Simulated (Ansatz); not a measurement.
# UPBE/STO-3G run of SiH2ClO (SMILES O[SiH]Cl)

Aim: the electronic atomisation energy of SiH2ClO at UPBE/STO-3G, from 5 runs. 

The results are computed with Ansatz 0.2.0.

70 further runs of the same task are left out: 1 that didn't finish, 69 set aside as unsound or not needed.

### 1 Starting point

The species is SiH2ClO (5 atoms), meant as a doublet with charge 0. SMILES: `O[SiH]Cl`. The shape is that of a PBE0-D4/def2-TZVP optimisation. This is one conformer, not always the lowest.

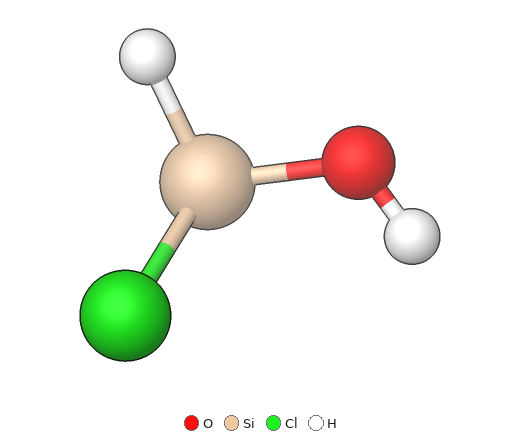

The structure, seen from a chosen angle (oxygen red, silicon light orange, chlorine green, hydrogen white).

### 2 A single-point energy at UPBE/STO-3G

The input, input.yaml:

```yaml
basis:
  gaussian:
    orbitals: STO-3G
crystal:
  periodic: [false, false, false]
  atoms:
    - symbol: O
      position_ang: [-0.806100, -0.432000, -0.746500]
    - symbol: Si
      position_ang: [-0.092300, 0.479800, 0.414000]
    - symbol: Cl
      position_ang: [1.606600, -0.440800, 1.143600]
    - symbol: H
      position_ang: [-1.024100, -1.343200, -0.540000]
    - symbol: H
      position_ang: [0.316000, 1.736300, -0.271100]
magnetization:
  spin_polarized: true
  initial_magnetization: 1
hamiltonian:
  xc: {name: PBE}
accuracy: high
```

Command:

```sh
$ ansatz run input.yaml --threads 1 --pin off --max-ram 2610MiB --events-out events.jsonl --progress --plain --runs-dir runs
```

Log:

```text
Warning: RAYON_NUM_THREADS=1 ignored (pool sized by the plan → 1); use --threads N
Functional definition: PBE
  name "PBE"
  parameter kappa = 0.804
  parameter beta = 0.06672455060314922
  exchange = pbe_x(kappa = kappa, mu = beta*pi^2/3)
  correlation = pbe_c(beta = beta)
460 factors; integrals over basis functions are off by at most 3.1e-8 eV
mean field evaluation 1: about -22209.2133 eV, gradient 1.6e1 eV
mean field evaluation 2: about -22203.1646 eV, gradient 3.6e1 eV
mean field evaluation 4: about -22211.3013 eV, gradient 1.4e0 eV
mean field evaluation 8: about -22211.2873 eV, gradient 2.8e-2 eV
mean field evaluation 16: about -22211.2873 eV, gradient 1.1e-7 eV
mean field -22211.28726693 eV, -816.2497517085 hartree, gradient 2.3e-8 eV, S^2 0.750572; 0 other end points of the search recorded, 0 dependent functions left out
reference -22211.28726879 eV, -816.2497517768 hartree; 21, 20 occupied and 4, 5 virtual orbitals, 460 factors
Total energy: -22211.28726879 eV, -816.2497517768 hartree
```

Run time: 2.4 s. Hardware: 1 thread of Arm Neoverse V2, shared host; peak memory 0.14 GiB.

### 3 The Cl atom at the same level

The input, input.yaml:

```yaml
crystal:
  periodic: [false, false, false]
  atoms:
    - {symbol: Cl, position_ang: [0.000000, 0.000000, 0.000000]}
basis:
  gaussian: {orbitals: STO-3G}
accuracy: high
magnetization: {spin_polarized: true, initial_magnetization: 1}
hamiltonian: {xc: {name: PBE}}
```

Run the same way, it converges to -454.91342 Eh (log not shown).

### 4 The H atom at the same level

The input, molecule.yaml:

```yaml
basis:
  gaussian:
    orbitals: STO-3G
crystal:
  periodic: [false, false, false]
  atoms:
    - {symbol: H, position_ang: [0.000000, 0.000000, 0.000000]}
magnetization:
  spin_polarized: true
  initial_magnetization: 1
hamiltonian:
  xc: {name: PBE}
accuracy: high
```

Run the same way, it converges to -0.46438 Eh (log not shown).

### 5 The O atom

The input, input.yaml:

```yaml
crystal:
  periodic: [false, false, false]
  atoms:
    - {symbol: O, position_ang: [0.000000, 0.000000, 0.000000]}
basis:
  gaussian: {orbitals: STO-3G}
magnetization: {spin_polarized: true, initial_magnetization: 2}
hamiltonian: {xc: {name: PBE}}
accuracy: high
```

Run the same way, it converges to -73.94877 Eh (log not shown).

### 6 The Si atom, same level

The input, run.yaml:

```yaml
crystal:
  periodic: [false, false, false]
  atoms:
    - symbol: Si
      position_ang: [0.000000, 0.000000, 0.000000]
basis:
  gaussian:
    orbitals: STO-3G
magnetization:
  spin_polarized: true
  initial_magnetization: 2
hamiltonian:
  xc: pbe
accuracy: high
```

Run the same way, it converges to -285.77131 Eh (log not shown).

### 7 Summary of results

At UPBE/STO-3G:

```
                     quantity          value
       molecule: total energy  -816.24975 Eh
               molecule: ⟨S²⟩          0.751
        Cl atom: total energy  -454.91342 Eh
                Cl atom: ⟨S²⟩          0.750
         H atom: total energy    -0.46438 Eh
                 H atom: ⟨S²⟩          0.750
         O atom: total energy   -73.94877 Eh
                 O atom: ⟨S²⟩          2.000
        Si atom: total energy  -285.77131 Eh
                Si atom: ⟨S²⟩          2.000
electronic atomisation energy      18.708 eV
```

What this shows: Taking the molecule apart into free atoms costs 18.71 eV (431 kcal/mol), before zero-point energy and without spin-orbit coupling. In a minimal basis such a difference can be off by several eV, whatever the method.
